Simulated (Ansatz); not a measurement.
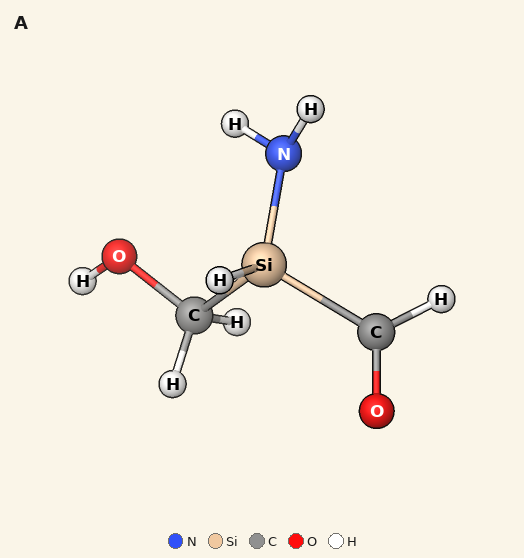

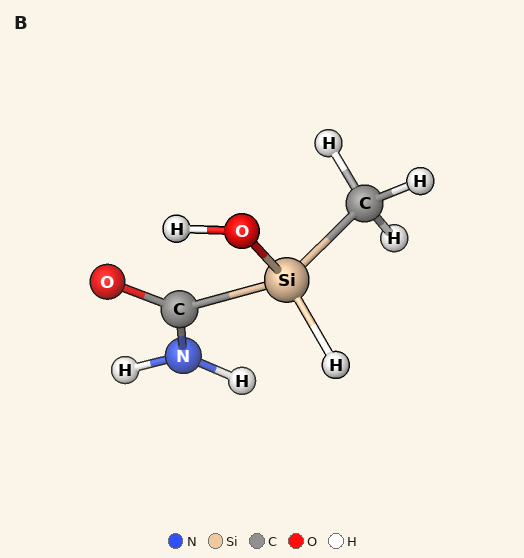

2 stationary structures of one formula. Geometries: PBE0-D4/def2-TZVP. Electronic energies: CCSD(T)/CBS (MP2 limit from def2-TZVPP and def2-QZVPP plus CCSD(T) − MP2) (Ansatz 0.2.0), without zero-point energy. No frequency run is at hand to confirm each as a minimum. Each is one conformer, not always the lowest.

### Rank them by energy, lowest first.

B is lowest; A lies 210.2 kJ/mol above it. A is `N[Si@H](C=O)CO`, B is `C[Si@@H](O)C(N)=O`.
